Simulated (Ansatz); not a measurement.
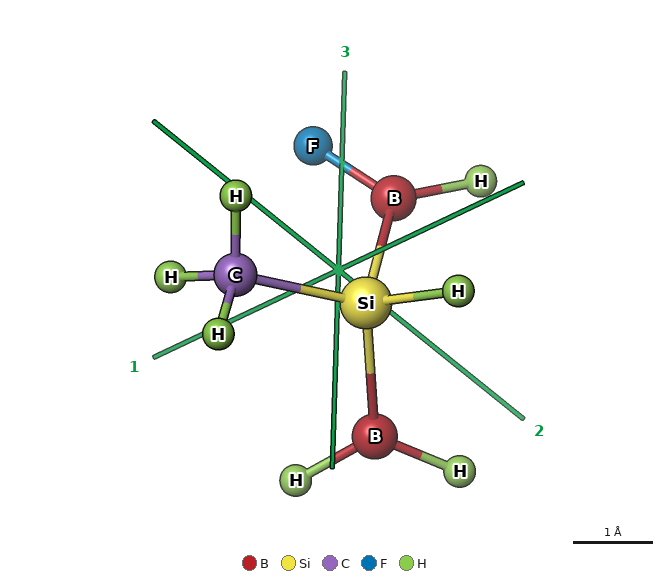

The three principal axes of inertia are drawn and numbered. Atoms fade into the background with distance from the viewer. The computed structure is the end point of a PBE-D4/def2-SVP optimisation. No frequency run is at hand to confirm it as a minimum. Masses are those of the most abundant isotopes; constants are for the rigid equilibrium geometry.

> Which line is the a axis (least moment of inertia), which b and which c?

a is line 3, b is line 2, c is line 1; the moments are 116, 191, 255 u Å².

> What kind of rotor is it, and what are its rotational constants in MHz?

An asymmetric top (C1): A = 4371, B = 2648, C = 1984 MHz. Ray's parameter κ is −0.44, nearer the prolate limit.
